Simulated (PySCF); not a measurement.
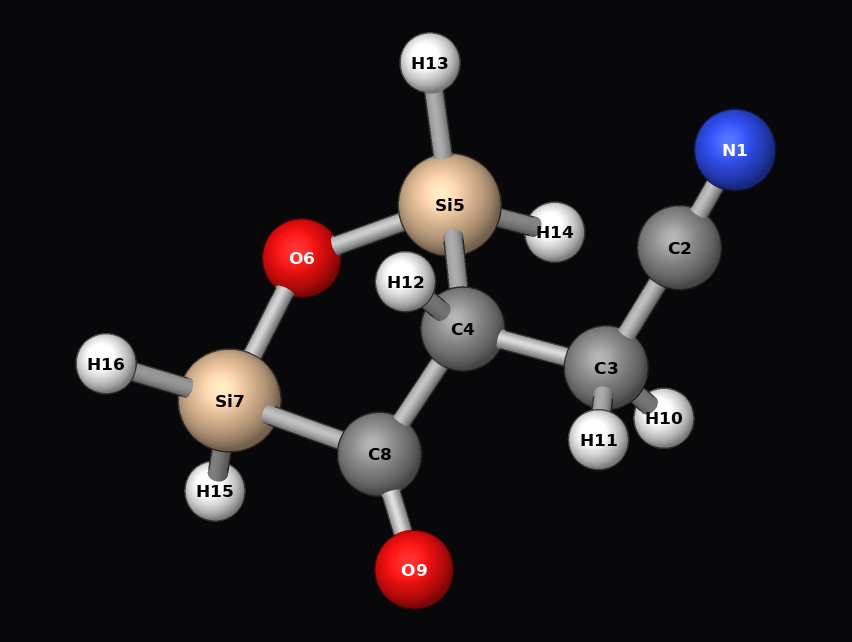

The geometry was computed by an optimisation with GFN2-xTB. No frequency run is at hand to confirm it as a minimum. Properties computed with GIAO PBE0/pcSseg-1 NMR shielding, non-relativistic, gas phase (PySCF 2.14.0). Principal shieldings σ11 ≤ σ22 ≤ σ33, span Ω = σ33 − σ11, skew κ = 3(σiso − σ22)/Ω.

Give the shielding tensors of the N atoms.

```json
{"atom": "N1", "σ11": "−202.3", "σ22": "−198.3", "σ33": "295.4", "σiso": "−35.1", "Ω": "497.7", "κ": "0.98"}
```

Shieldings and span in ppm.

The geometry is semi-empirical. Around Si such bond lengths and angles can be off by a tenth of an ångström or more and by several degrees, and values that hang on the shape move with them.
